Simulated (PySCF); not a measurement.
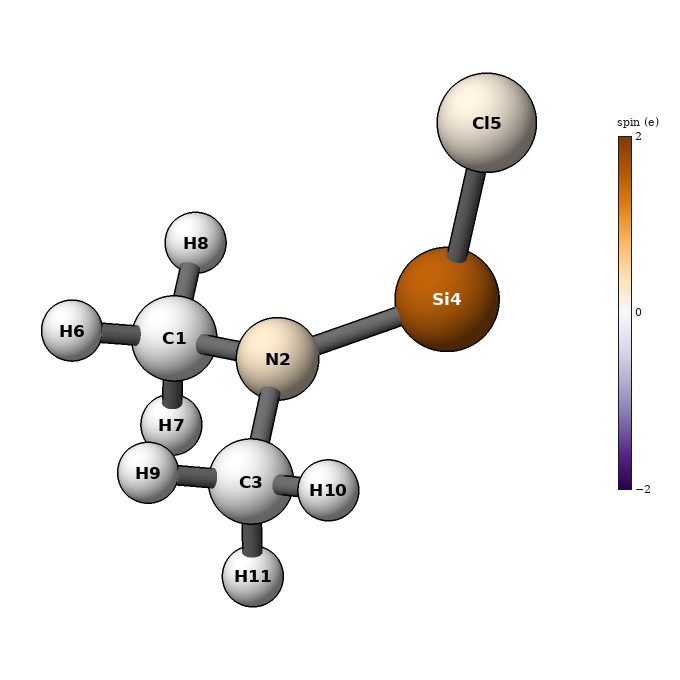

Atoms are coloured by their Mulliken spin populations. State: neutral, triplet. The computed structure is the end point of a GFN2-xTB optimisation. No frequency run is at hand to confirm it as a minimum. Properties computed with UKS B3LYP, pcH-1 on C Cl H N Si, non-relativistic (PySCF 2.14.0).

> Which atom carries the largest spin population?

Si4 (1.51 e).

> Which atom has the lowest spin population?

C1, C3 (−0.01 e).

List the Mulliken spin populations.

```csv
atom,value (e)
C1,−0.01
N2,0.28
C3,−0.01
Si4,1.51
Cl5,0.16
H6,0.02
H7,0.01
H8,0.00
H9,0.02
H10,0.00
H11,0.01
```

Mulliken values depend strongly on the basis set. The spin state was imposed, and no run here compares it with a lower spin, which may lie lower. The geometry is semi-empirical. Around Si such bond lengths and angles can be off by a tenth of an ångström or more and by several degrees, and values that hang on the shape move with them.
